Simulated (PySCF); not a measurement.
Consider C$_{3}$H$_{4}$F (SMILES [CH2-]/C=C\F) (charge −1).

```xyz
8

C     1.4203    0.2964    0.4070
C     0.3496   -0.2704   -0.2859
C    -1.0208   -0.1905   -0.1307
F    -1.5439    0.4446    0.9994
H     1.2663    0.9374    1.2801
H     2.4459    0.1508    0.0560
H     0.6069   -0.8918   -1.1598
H    -1.7350   -0.9015   -0.5541
```

Geometry: PBE0-D3(BJ)/ma-def2-SVP.

All numbers below come from DFT single point, gas phase, functional wB97X (PySCF 2.14.0, density-fitted response routines).

Predict the electron density and electron localisation function between the atoms.

C–C (1.38 Å): the density is about 2.2 e/Å³ at the midpoint; the ELF peaks at about 0.95 between the atoms: a covalent bond.
C–F (1.40 Å): ρ at the midpoint is about 2 e/Å³, with its minimum of 1.5 e/Å³ about 0.5 Å from C; the ELF peaks at about 0.85 between the atoms; a shared but strongly polarised pair.
C–H (1.09 Å): the density is about 2 e/Å³ at the midpoint; the ELF climbs to about 1 towards the hydrogen, as it does in any bond to H: a covalent bond by its length.

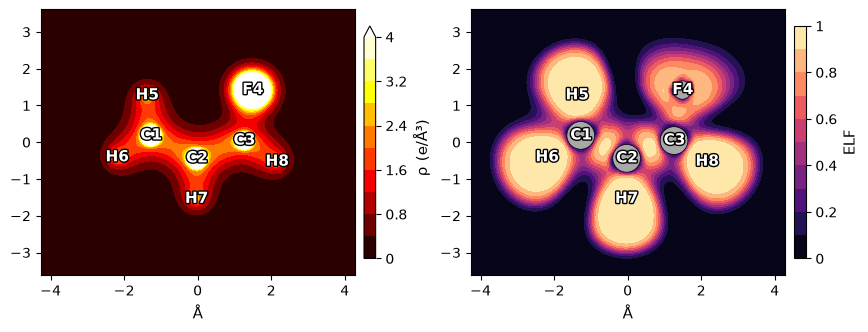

Computed electron density and electron localisation function on the plane of atoms H5, C1 and H6, in this order. Grey discs cover the atomic cores in the ELF map. 
